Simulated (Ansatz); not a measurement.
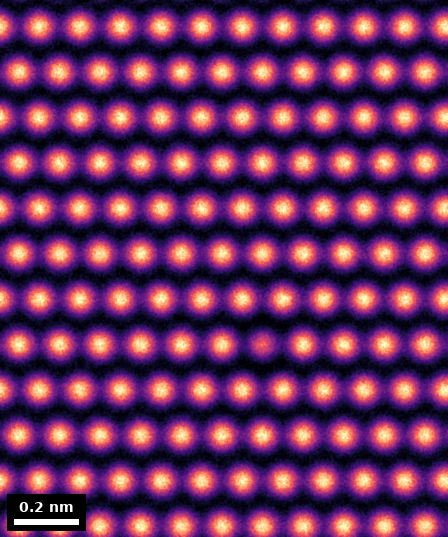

HAADF-like image of Ge (Fd-3m, No. 227) along [210]. Simulated incoherent Z contrast: every atom adds Z^1.6 spread by a probe of 0.81 Å full width; channelling and multiple scattering are left out. The probe carries 25 % of its weight in a tail 2.5 times as wide. Shot noise was added.

The sample is 4 repeats (50.8 Å) thick. One point defect was put into the perfect crystal, without relaxing the atoms around it. Brightness is counted from the darkest point of the image. Host structure: the geometry given to an electronic-structure calculation, possibly off equilibrium.

### Where is the defect (in Å from the left and the top edge), and what does its contrast suggest?

At about 8 Å from the left and 11 Å from the top. The column is dimmer, which points to a vacancy or a lighter atom. The column holds 4 atoms (Ge) through the sample, and one Ge atom is missing, so its peak drops to about 70 % of that of its equals.
